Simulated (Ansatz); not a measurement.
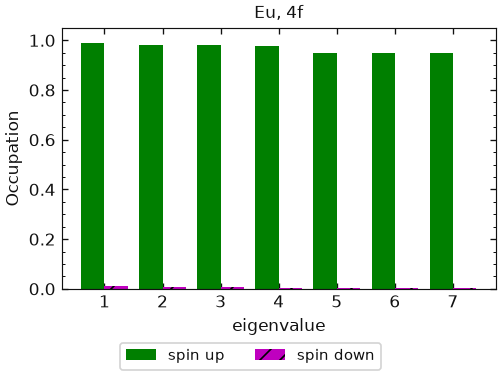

Describe the figure.

Eigenvalues of the local occupation matrix of the f shell (Löwdin-orthogonalised atomic projectors). System: EuAl4Si2Rh, space group P4/mmm, 8 atoms in the cell. Level of theory: DFT PBE, scalar-relativistic, plane waves, PAW, spin-polarised, 4×4×2 k mesh, 420 eV cutoff; code Ansatz.

Counting eigenvalues over 0.6 as filled, Eu has 7 filled f states (f⁷), 7 up and 0 down; the eigenvalues sum to 6.8.

The run may have settled in a state above the lowest, so this need not be the ground state. The k mesh is coarse for this system. Spin-orbit coupling is left out, which matters for Eu. Open shells can settle in several states, and this one need not be the lowest.
